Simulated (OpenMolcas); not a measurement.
OBe⁻: relativistic diatomic calculation (part 2 of 2)

Continued. System: OBe⁻. Method: SA-CASSCF(7,7)/XMS-CASPT2 + RASSI spin-orbit (X2C scalar, AMFI), ANO-RCC-VTZP (OpenMolcas).

The program's output (extracts), continued:
```
++ Dipole transition strengths (spin-free states):
     for osc. strength at least  1.00000000E-05
      From   To        Osc. strength     Einstein coefficients Ax, Ay, Az (sec-1)    Total A (sec-1)
         1    9       3.46928402E-03  6.44270947E+05  1.56052537E+05  0.00000000E+00  8.00323484E+05
         1   10       3.47235747E-03  1.56190177E+05  6.44842628E+05  0.00000000E+00  8.01032805E+05
         1    2       6.69774987E-03  0.00000000E+00  0.00000000E+00  3.56926018E+06  3.56926018E+06
         1   11       1.49983018E-01  2.12637480E+07  9.08580499E+07  0.00000000E+00  1.12121798E+08
         1   12       1.49976547E-01  9.08545790E+07  2.12627871E+07  0.00000000E+00  1.12117366E+08
         1    6       1.70304018E-02  0.00000000E+00  0.00000000E+00  2.21367098E+07  2.21367098E+07
         1   13       1.29571118E-01  4.07325717E+07  1.75316641E+08  0.00000000E+00  2.16049213E+08
         1   14       1.29564392E-01  1.75308019E+08  4.07303206E+07  0.00000000E+00  2.16038340E+08
         1   15       6.53514338E-03  1.28437585E+07  3.00001742E+06  0.00000000E+00  1.58437759E+07
         1   16       6.53607967E-03  3.00041955E+06  1.28456812E+07  0.00000000E+00  1.58461008E+07
         9    2       2.61678670E-04  1.31351297E+04  3.18091173E+03  0.00000000E+00  1.63160414E+04
         9   12       1.27695774E-02  0.00000000E+00  0.00000000E+00  1.88607751E+06  1.88607751E+06
         9    3       1.68718300E-04  1.39440603E+04  2.67271410E+04  0.00000000E+00  4.06712013E+04
         9    4       1.69076182E-04  2.60258490E+04  1.48660426E+04  0.00000000E+00  4.08918915E+04
         9    5       2.58749772E-04  1.26455783E+04  5.25096999E+04  0.00000000E+00  6.51552782E+04
         9    6       7.60247272E-02  2.66440631E+07  6.45251200E+06  0.00000000E+00  3.30965751E+07
         9    7       1.46229066E-01  2.17751176E+07  7.37939349E+07  0.00000000E+00  9.55690526E+07
         9    8       1.46514357E-01  7.41079080E+07  2.18609063E+07  0.00000000E+00  9.59688142E+07
         9   14       7.36226037E-03  0.00000000E+00  0.00000000E+00  4.84214759E+06  4.84214759E+06
         9   15       5.11764980E-04  0.00000000E+00  0.00000000E+00  5.93332109E+05  5.93332109E+05
        10    2       2.61373181E-04  3.17783001E+03  1.31191515E+04  0.00000000E+00  1.62969815E+04
        10   11       1.27700955E-02  0.00000000E+00  0.00000000E+00  1.88613777E+06  1.88613777E+06
        10    3       1.68438625E-04  2.66296667E+04  1.39741005E+04  0.00000000E+00  4.06037672E+04
        10    4       1.74021120E-04  1.52890102E+04  2.67988226E+04  0.00000000E+00  4.20878328E+04
        10    5       2.56512811E-04  5.19467738E+04  1.26451955E+04  0.00000000E+00  6.45919693E+04
        10    6       7.61113953E-02  6.46091246E+06  2.66733833E+07  0.00000000E+00  3.31342958E+07
        10    7       1.46347581E-01  7.38541795E+07  2.17923067E+07  0.00000000E+00  9.56464862E+07
        10    8       1.46387524E-01  2.18452280E+07  7.40404869E+07  0.00000000E+00  9.58857149E+07
        10   13       7.36275763E-03  0.00000000E+00  0.00000000E+00  4.84246135E+06  4.84246135E+06
        10   16       5.11721222E-04  0.00000000E+00  0.00000000E+00  5.93284245E+05  5.93284245E+05
         2   11       2.85356215E-04  9.80594990E+02  4.19035765E+03  0.00000000E+00  5.17095265E+03
         2   12       2.85572400E-04  4.19348518E+03  9.81505097E+02  0.00000000E+00  5.17499028E+03
         2    6       1.21773189E-03  0.00000000E+00  0.00000000E+00  2.04800603E+05  2.04800603E+05
         2   13       1.48732756E-03  8.83414901E+04  3.80223124E+05  0.00000000E+00  4.68564614E+05
         2   14       1.48814639E-03  3.80425979E+05  8.83983007E+04  0.00000000E+00  4.68824280E+05
         2   15       3.19011673E-01  1.76888103E+08  4.13165722E+07  0.00000000E+00  2.18204675E+08
         2   16       3.19012191E-01  4.13172403E+07  1.76889212E+08  0.00000000E+00  2.18206452E+08
        17   21       1.00568680E-04  1.87510228E+03  7.95607273E+03  0.00000000E+00  9.83117500E+03
        17   22       1.00574631E-04  7.95663869E+03  1.87523563E+03  0.00000000E+00  9.83187431E+03
        17   23       1.25349835E-01  8.34688514E+07  1.97495598E+07  0.00000000E+00  1.03218411E+08
        17   24       1.25349118E-01  1.97494711E+07  8.34684710E+07  0.00000000E+00  1.03217942E+08
        11    3       4.31523768E-03  3.03218594E+04  1.87710082E+04  0.00000000E+00  4.90928676E+04
        11    4       4.34729646E-03  1.92094731E+04  3.10011754E+04  0.00000000E+00  5.02106485E+04
        11    5       4.75455498E-03  5.31273810E+04  1.25014239E+04  0.00000000E+00  6.56288049E+04
        11    6       1.87630177E-02  2.70117473E+05  1.15385116E+06  0.00000000E+00  1.42396863E+06
        11    7       1.25398143E-02  1.72766308E+06  5.27882425E+05  0.00000000E+00  2.25554551E+06
        11    8       1.25608214E-02  5.33176593E+05  1.73574595E+06  0.00000000E+00  2.26892254E+06
        11   13       4.45472691E-02  0.00000000E+00  0.00000000E+00  8.10963276E+06  8.10963276E+06
        11   16       9.35842906E-03  0.00000000E+00  0.00000000E+00  4.48701833E+06  4.48701833E+06
        12    3       4.32390159E-03  1.88013627E+04  3.03886298E+04  0.00000000E+00  4.91899925E+04
        12    4       4.35194257E-03  3.11377667E+04  1.91250822E+04  0.00000000E+00  5.02628489E+04
        12    5       4.74707307E-03  1.23718863E+04  5.31519002E+04  0.00000000E+00  6.55237865E+04
        12    6       1.87270094E-02  1.15174336E+06  2.69476394E+05  0.00000000E+00  1.42121976E+06
        12    7       1.25486102E-02  5.28180103E+05  1.72893089E+06  0.00000000E+00  2.25711100E+06
        12    8       1.25843666E-02  1.73901115E+06  5.34147762E+05  0.00000000E+00  2.27315891E+06
        12   14       4.45472870E-02  0.00000000E+00  0.00000000E+00  8.10961539E+06  8.10961539E+06
        12   15       9.35870349E-03  0.00000000E+00  0.00000000E+00  4.48709470E+06  4.48709470E+06
        18   21       1.10586324E-04  1.98833038E+02  6.18598253E+03  0.00000000E+00  6.38481556E+03
        18   22       1.10592185E-04  6.18642008E+03  1.98833245E+02  0.00000000E+00  6.38525332E+03
        18   23       1.21176561E-01  8.18049153E+07  2.69483844E+06  0.00000000E+00  8.44997538E+07
        18   24       1.21176287E-01  2.69489933E+06  8.18047703E+07  0.00000000E+00  8.44996696E+07
        19   21       1.10532656E-04  6.17694526E+03  1.98528626E+02  0.00000000E+00  6.37547389E+03
        19   22       1.10537638E-04  1.98554257E+02  6.17730627E+03  0.00000000E+00  6.37586053E+03
        19   23       1.21159337E-01  2.69376028E+06  8.17701952E+07  0.00000000E+00  8.44639555E+07
        19   24       1.21159393E-01  8.17704004E+07  2.69370149E+06  0.00000000E+00  8.44641019E+07
        20   21       3.11926178E-04  9.18234489E+03  2.14157781E+03  0.00000000E+00  1.13239227E+04
        20   22       3.11933035E-04  2.14166711E+03  9.18272679E+03  0.00000000E+00  1.13243939E+04
        20   23       1.17924040E-01  1.39096894E+07  5.88158628E+07  0.00000000E+00  7.27255522E+07
        20   24       1.17924661E-01  5.88162526E+07  1.39097809E+07  0.00000000E+00  7.27260334E+07
         3    7       2.12443659E-05  0.00000000E+00  0.00000000E+00  2.14089578E+03  2.14089578E+03
         3   13       5.26305691E-03  3.32190587E+05  2.06768967E+05  0.00000000E+00  5.38959554E+05
         3   14       5.27299603E-03  2.07093700E+05  3.32887104E+05  0.00000000E+00  5.39980804E+05
         3   15       7.32824913E-03  9.58569957E+05  1.55593371E+06  0.00000000E+00  2.51450367E+06
         3   16       7.31474439E-03  1.55262103E+06  9.57271934E+05  0.00000000E+00  2.50989296E+06
         4    8       2.12052863E-05  0.00000000E+00  0.00000000E+00  2.13818254E+03  2.13818254E+03
         4   13       5.24847975E-03  2.05283325E+05  3.29469509E+05  0.00000000E+00  5.34752834E+05
         4   14       5.25489075E-03  3.30937633E+05  2.04471821E+05  0.00000000E+00  5.35409453E+05
         4   15       7.31245947E-03  1.55013857E+06  9.52021808E+05  0.00000000E+00  2.50216038E+06
         4   16       7.31168489E-03  9.56647935E+05  1.54527046E+06  0.00000000E+00  2.50191840E+06
         5   13       4.52671275E-03  3.50753108E+05  8.19665012E+04  0.00000000E+00  4.32719610E+05
         5   14       4.51937325E-03  8.10691692E+04  3.50951690E+05  0.00000000E+00  4.32020859E+05
         5   15       6.51237196E-03  4.05696721E+05  1.74702288E+06  0.00000000E+00  2.15271961E+06
         5   16       6.51995238E-03  1.74526429E+06  4.09981298E+05  0.00000000E+00  2.15524559E+06
         6   13       4.85781737E-03  2.09377068E+04  9.00931437E+04  0.00000000E+00  1.11030851E+05
         6   14       4.84931157E-03  8.99452925E+04  2.08926435E+04  0.00000000E+00  1.10837936E+05
         6   15       4.42595214E-04  6.23825702E+04  1.45592838E+04  0.00000000E+00  7.69418540E+04
         6   16       4.44618248E-04  1.46463586E+04  6.26481843E+04  0.00000000E+00  7.72945429E+04
        21   24       9.27855587E-05  0.00000000E+00  0.00000000E+00  3.28239769E+04  3.28239769E+04
        22   23       9.27913899E-05  0.00000000E+00  0.00000000E+00  3.28257748E+04  3.28257748E+04
         7   13       2.61679144E-05  1.30763435E-01  4.02337934E-02  0.00000000E+00  1.70997228E-01
         7   14       2.62060218E-05  4.03172260E-02  1.31065661E-01  0.00000000E+00  1.71382887E-01
         7   15       5.65068013E-05  9.38646304E+02  3.12953888E+03  0.00000000E+00  4.06818518E+03
         7   16       5.66562884E-05  3.13747489E+03  9.41554550E+02  0.00000000E+00  4.07902944E+03
         8   13       1.69494712E-05  1.09889040E-02  3.55118318E-02  0.00000000E+00  4.65007358E-02
         8   14       1.69973844E-05  3.56566754E-02  1.10329418E-02  0.00000000E+00  4.66896172E-02
         8   15       5.61335133E-05  3.11302767E+03  9.01219106E+02  0.00000000E+00  4.01424677E+03
         8   16       5.64679001E-05  9.06838180E+02  3.13140287E+03  0.00000000E+00  4.03824105E+03
        13   16       1.02739994E-03  0.00000000E+00  0.00000000E+00  7.25660609E+04  7.25660609E+04
        14   15       1.02741807E-03  0.00000000E+00  0.00000000E+00  7.25653118E+04  7.25653118E+04
 Electric-quadrupole - electric-quadrupole not included
 Electric-dipole - electric-octupole not included
 Electric-dipole - magnetic-quadrupole not included
   Eigenvalues of complex Hamiltonian:
  (Shifted by EMIN (a.u.) =        -89.8589603719)
 SO State       Relative EMIN(au)   Rel lowest level(eV)    D:o, cm**(-1)      Omega
     1            -0.0000009361        0.0000000000              0.0000         0.5
     2            -0.0000009361        0.0000000000              0.0000         0.5
     3             0.0844703531        2.2985808767          18539.3051         1.5
     4             0.0844703531        2.2985808767          18539.3051         1.5
     5             0.0849945942        2.3128462056          18654.3627         0.5
     6             0.0849945942        2.3128462056          18654.3627         0.5
     7             0.1287887186        3.5045450391          28266.0620         0.5
     8             0.1287887186        3.5045450391          28266.0620         0.5
     9             0.1463775532        3.9831616113          32126.3650         1.5
    10             0.1463775532        3.9831616113          32126.3650         1.5
    11             0.1463808723        3.9832519296          32127.0935         0.5
    12             0.1463808723        3.9832519296          32127.0935         0.5
    13             0.1524358174        4.1480153781          33456.0003         0.5
    14             0.1524358174        4.1480153781          33456.0003         0.5
    15             0.1526293640        4.1532820505          33498.4789         1.5
    16             0.1526293640
```

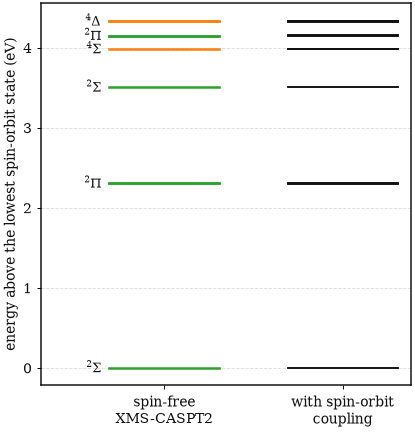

Figure 2. States up to 4.5 eV at 1.402 Å, without spin-orbit coupling (left, a colour for each spin multiplicity) and with it (right, where close levels merge). The spin-free states run ²Σ (0.00 eV), ²Π (2.31 eV), ²Σ (3.50 eV), ⁴Σ (3.98 eV), ²Π (4.15 eV), ⁴Δ (4.33 eV) from the lowest. The lowest spin-orbit levels have |Ω| = 1/2 (0 cm⁻¹), 3/2 (18,539 cm⁻¹), 1/2 (18,654 cm⁻¹), 1/2 (28,266 cm⁻¹), 3/2 (32,126 cm⁻¹).

Summary:

- outcome: converged; components of a degenerate state are split by 35 cm⁻¹; whether the anion is bound against detachment isn't tested
- lowest spin-free state: ²Σ
- lowest spin-orbit level: Ω = 1/2, −89.85896 hartree
- next level: Ω = 3/2, 18,539 cm⁻¹
- hardware: 1 thread of Arm Neoverse V1, 24 GiB of memory available, shared host
- wall time: 30 s

Notes:

To bear in mind: the two components of ²Δ at 6.19 eV, degenerate in CASSCF as they must be, are split by 35 cm⁻¹ in XMS-CASPT2, an artefact that passes into its spin-orbit levels; 4 of the 64 spin-orbit states have no clean Ω, so their splittings aren't to be trusted; the run doesn't test whether the anion keeps its extra electron; the basis has no added diffuse functions, and states above the detachment threshold, which may include the lowest, are held only by it.
